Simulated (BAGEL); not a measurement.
# A workflow on C2H5ClSi (SMILES ClC1C[SiH2]1)

Aim: a single-point energy (HF/def2-SV(P)), then a single-point energy (NEVPT2(2,2)/def2-SV(P)), then the energy (CASPT2(2,2)/def2-SV(P)) of C2H5ClSi. 

The results are computed with BAGEL 1.2.2.

1 further run of the same task is left out (set aside as unsound or not needed).

**1. Starting point**

C2H5ClSi: 9 atoms, total charge 0, spin state singlet. SMILES: `ClC1C[SiH2]1`. One bond was lengthened or shortened from a relaxed shape.

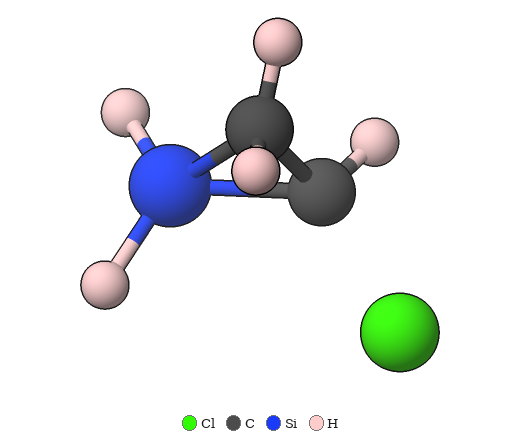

Viewed from a chosen angle; chlorine green, carbon dark grey, silicon blue, hydrogen pink.

**2. The energy at HF/def2-SV(P) (density fitting with svp-jkfit) (run 1)**

Input file input.json:

```json
{ "bagel" : [

{
  "title" : "molecule",
  "basis" : "def2-sv_p_.json",
  "df_basis" : "svp-jkfit",
  "geometry" : [
    { "atom" : "Cl", "xyz" : [    -1.20062049,    -1.01123402,    -4.70347919 ] },
    { "atom" : "C", "xyz" : [    -0.83639278,     0.70581271,    -1.30372205 ] },
    { "atom" : "C", "xyz" : [     1.75820119,     0.57655544,    -0.02702308 ] },
    { "atom" : "Si", "xyz" : [    -0.78896066,    -1.08678149,     1.70812344 ] },
    { "atom" : "H", "xyz" : [    -1.69999762,     2.56360246,    -1.35020932 ] },
    { "atom" : "H", "xyz" : [     3.13562256,    -0.60905873,    -0.97925608 ] },
    { "atom" : "H", "xyz" : [     2.54300445,     2.36007896,     0.61246024 ] },
    { "atom" : "H", "xyz" : [    -0.85566799,    -3.87034808,     1.58491330 ] },
    { "atom" : "H", "xyz" : [    -1.93489058,     0.06009329,     3.98221986 ] }
  ]
},

{
  "title" : "hf"
},

{
  "title" : "print",
  "file" : "orbitals.molden",
  "orbitals" : "true"
}

]}
```

The basis set def2-SV(P) is read from a file made from the Basis Set Exchange's data (not shown).

Command:

```
$ BAGEL_NUM_THREADS=1 BAGEL input.json > input.out
```

Standard output:

```text
* using 1 threads per process

  ===============================================================
  ===============================================================

  *** Geometry ***

  { "atom" : "Cl", "xyz" : [     -1.200620,     -1.011234,     -4.703479 ] },
  { "atom" : "C", "xyz" : [     -0.836393,      0.705813,     -1.303722 ] },
  { "atom" : "C", "xyz" : [      1.758201,      0.576555,     -0.027023 ] },
  { "atom" : "Si", "xyz" : [     -0.788961,     -1.086781,      1.708123 ] },
  { "atom" : "H", "xyz" : [     -1.699998,      2.563602,     -1.350209 ] },
  { "atom" : "H", "xyz" : [      3.135623,     -0.609059,     -0.979256 ] },
  { "atom" : "H", "xyz" : [      2.543004,      2.360079,      0.612460 ] },
  { "atom" : "H", "xyz" : [     -0.855668,     -3.870348,      1.584913 ] },
  { "atom" : "H", "xyz" : [     -1.934891,      0.060093,      3.982220 ] },

  Number of auxiliary basis functions:      496

  Since a DF basis is specified, we compute 2- and 3-index integrals:
    o Being stored without compression. Storage requirement is 0.022 GB

  Number of basis functions:       74
  Number of electrons      :       48

    * METHOD: MOLECULE                             0.23

  *** RHF ***

  === Nuclear Repulsion ===
   192.9276635022

      * DIIS with orbital gradients will be used.

  === RHF iteration (def2-sv_p_.json) ===
      0       -826.58440325          0.01298982           0.06
      1       -826.67738637          0.00574726           0.06
      2       -826.69259395          0.00160869           0.06
      3       -826.69423226          0.00037944           0.06
      4       -826.69433798          0.00012968           0.06
      5       -826.69435386          0.00004377           0.06
      6       -826.69435658          0.00001930           0.06
      7       -826.69435727          0.00000677           0.06
      8       -826.69435736          0.00000251           0.06
      9       -826.69435737          0.00000122           0.06
     10       -826.69435737          0.00000046           0.06
     11       -826.69435737          0.00000020           0.06
     12       -826.69435737          0.00000007           0.06
     13       -826.69435737          0.00000002           0.06
     14       -826.69435737          0.00000001           0.06
    * SCF iteration converged.

    * Permanent dipole moment:
           (   -0.173616,    -0.277874,    -1.279367) a.u.

    * METHOD: HF                                   1.04

    * METHOD: PRINT                                0.01

  ===============================================================
```

It took 1.4 s on 1 thread of Arm Neoverse V1, shared host; peak memory 0.15 GiB.

**3. A single-point energy at NEVPT2(2,2)/def2-SV(P) (density fitting with svp-jkfit) (run 2)**

Input file job.json:

```json
{ "bagel": [

{
  "title": "molecule",
  "basis": "def2-sv_p_.json",
  "df_basis": "svp-jkfit",
  "angstrom": false,
  "geometry": [
    { "atom": "Cl", "xyz": [    -1.20062049,    -1.01123402,    -4.70347919 ] },
    { "atom": "C", "xyz": [    -0.83639278,     0.70581271,    -1.30372205 ] },
    { "atom": "C", "xyz": [     1.75820119,     0.57655544,    -0.02702308 ] },
    { "atom": "Si", "xyz": [    -0.78896066,    -1.08678149,     1.70812344 ] },
    { "atom": "H", "xyz": [    -1.69999762,     2.56360246,    -1.35020932 ] },
    { "atom": "H", "xyz": [     3.13562256,    -0.60905873,    -0.97925608 ] },
    { "atom": "H", "xyz": [     2.54300445,     2.36007896,     0.61246024 ] },
    { "atom": "H", "xyz": [    -0.85566799,    -3.87034808,     1.58491330 ] },
    { "atom": "H", "xyz": [    -1.93489058,     0.06009329,     3.98221986 ] }
  ]
},

{ "title": "hf" },

{ "title": "nevpt2", "nstate": 1, "nact": 2, "nclosed": 23, "active": [20, 25], "maxiter": 200, "natocc": true, "ncore": 12 },

{ "title": "print", "file": "orbitals.molden", "orbitals": true }

]}
```

The basis set def2-SV(P) is read from a file made from the Basis Set Exchange's data (not shown).

Command:

```
$ BAGEL_NUM_THREADS=1 BAGEL job.json > job.out
```

Standard output:

```text
* using 1 threads per process

  ===============================================================
  ===============================================================

  *** Geometry ***

  { "atom" : "Cl", "xyz" : [     -1.200620,     -1.011234,     -4.703479 ] },
  { "atom" : "C", "xyz" : [     -0.836393,      0.705813,     -1.303722 ] },
  { "atom" : "C", "xyz" : [      1.758201,      0.576555,     -0.027023 ] },
[... 5 lines of this table left out ...]
  { "atom" : "H", "xyz" : [     -1.934891,      0.060093,      3.982220 ] },

  Number of auxiliary basis functions:      496

  Since a DF basis is specified, we compute 2- and 3-index integrals:
    o Being stored without compression. Storage requirement is 0.022 GB

[... 18 lines left out ...]
    * SCF iteration converged.
[... 1 line left out ...]
    * Permanent dipole moment:
[... 28 lines left out ...]
    * Second-order optimization converged. *

     guess   0:   closed 1.                   open ..

  === FCI iteration ===

      0  0      -826.69311272     7.33e-02      0.00
      1  0      -826.71658510     9.14e-03      0.00
      2  0 *    -826.71718652     5.84e-16      0.00

     * ci vector, state   0, <S^2> = 0.0000
       2.     0.9866423588
       .2    -0.1629013686

  === DF-NEVPT2 calculation ===

    * 3-index integral transformation done
    * assembly done

      NEVPT2 correlation energy:   -0.4516185017      0.11

          (+0)     -0.3472270371
          (+0)'    -0.0334889602
          (+1)     -0.0179773976
          (+1)'    -0.0000000000
          (+2)     -0.0011797426
          (-1)     -0.0473881156
          (-1)'     0.0000000000
          (-2)     -0.0043572486

      NEVPT2 total energy:       -827.1688050229

    * METHOD: NEVPT2                               4.03

    * METHOD: PRINT                                0.01

  ===============================================================
```

Run time: 5.4 s. Hardware: 1 thread of Arm Neoverse V1, shared host; peak memory 0.15 GiB.

**4. A single-point energy at CASPT2(2,2)/def2-SV(P) (density fitting with svp-jkfit) (run 3)**

Input file caspt2.json:

```json
{ "bagel": [

{
  "title": "molecule",
  "basis": "def2-sv_p_.json",
  "df_basis": "svp-jkfit",
  "geometry": [
    { "atom": "Cl", "xyz": [    -1.20062049,    -1.01123402,    -4.70347919 ] },
    { "atom": "C", "xyz": [    -0.83639278,     0.70581271,    -1.30372205 ] },
    { "atom": "C", "xyz": [     1.75820119,     0.57655544,    -0.02702308 ] },
    { "atom": "Si", "xyz": [    -0.78896066,    -1.08678149,     1.70812344 ] },
    { "atom": "H", "xyz": [    -1.69999762,     2.56360246,    -1.35020932 ] },
    { "atom": "H", "xyz": [     3.13562256,    -0.60905873,    -0.97925608 ] },
    { "atom": "H", "xyz": [     2.54300445,     2.36007896,     0.61246024 ] },
    { "atom": "H", "xyz": [    -0.85566799,    -3.87034808,     1.58491330 ] },
    { "atom": "H", "xyz": [    -1.93489058,     0.06009329,     3.98221986 ] }
  ]
},

{
  "title": "hf"
},

{
  "title": "casscf",
  "nstate": 1,
  "nact": 2,
  "nclosed": 23,
  "nspin": 0,
  "active": [20, 25],
  "maxiter": 200,
  "natocc": true
},

{
  "title": "print",
  "file": "orbitals.molden",
  "orbitals": true
},

{
  "title": "smith",
  "method": "caspt2",
  "ms": true,
  "xms": true,
  "sssr": true,
  "shift": 0.2,
  "shift_imag": true,
  "ncore": 12
}

]}
```

The basis set def2-SV(P) is read from a file made from the Basis Set Exchange's data (not shown).

Command:

```
$ BAGEL_NUM_THREADS=1 BAGEL caspt2.json > caspt2.out
```

Standard output:

```text
* using 1 threads per process

  ===============================================================
  ===============================================================

  *** Geometry ***

  { "atom" : "Cl", "xyz" : [     -1.200620,     -1.011234,     -4.703479 ] },
  { "atom" : "C", "xyz" : [     -0.836393,      0.705813,     -1.303722 ] },
  { "atom" : "C", "xyz" : [      1.758201,      0.576555,     -0.027023 ] },
[... 5 lines of this table left out ...]
  { "atom" : "H", "xyz" : [     -1.934891,      0.060093,      3.982220 ] },

  Number of auxiliary basis functions:      496

  Since a DF basis is specified, we compute 2- and 3-index integrals:
    o Being stored without compression. Storage requirement is 0.022 GB

[... 18 lines left out ...]
    * SCF iteration converged.
[... 1 line left out ...]
    * Permanent dipole moment:
[... 27 lines left out ...]
    * Second-order optimization converged. *
[... 9 lines left out ...]
     * ci vector, state   0, <S^2> = 0.0000
[... 16 lines left out ...]
    * Zeroth order energy : state  0       -0.9977170020
[... 4 lines left out ...]
       #      aibj      arbs      arbi      airj      risj      airs      arst      rist         Etot      error   time
[... 2 lines left out ...]
       0  -0.34594  -0.00516  -0.04812  -0.01875  -0.00159  -0.02959   0.00000  -0.00000   -0.4491583  0.0017527   0.06
       1  -0.34614  -0.00520  -0.04829  -0.01897  -0.00167  -0.03005  -0.00000  -0.00000   -0.4503233  0.0002461   0.05
       2  -0.34615  -0.00520  -0.04828  -0.01898  -0.00167  -0.03006  -0.00000  -0.00000   -0.4503527  0.0000452   0.05
       3  -0.34616  -0.00520  -0.04828  -0.01897  -0.00167  -0.03007  -0.00000  -0.00000   -0.4503534  0.0000086   0.05
       4  -0.34616  -0.00520  -0.04828  -0.01897  -0.00167  -0.03007   0.00000  -0.00000   -0.4503535  0.0000016   0.05
       5  -0.34616  -0.00520  -0.04828  -0.01897  -0.00167  -0.03007  -0.00000  -0.00000   -0.4503535  0.0000003   0.05

      ------------------------------------------------------------------------------------------------------------------

    * CASPT2 energy : state  0     -827.1705265164
        w/o shift correction       -827.1675399969
        reference weight              0.8525052115

    * METHOD: SMITH                                0.46

  ===============================================================
```

It took 6 s on 1 thread of Arm Neoverse V1, shared host; peak memory 0.15 GiB.

**5. Summary of results**

| quantity | value |
| --- | --- |
| run 1, HF/def2-SV(P): total energy | -826.69436 Eh |
| run 1, HF/def2-SV(P): dipole moment | 3.36 D |
| run 1, HF/def2-SV(P): HOMO energy | -10.08 eV |
| run 1, HF/def2-SV(P): LUMO energy | 2.77 eV |
| run 1, HF/def2-SV(P): HOMO–LUMO gap | 12.85 eV |
| run 2, NEVPT2(2,2)/def2-SV(P): total energy | -827.16881 Eh |
| run 3, CASPT2(2,2)/def2-SV(P): total energy | -827.17053 Eh |
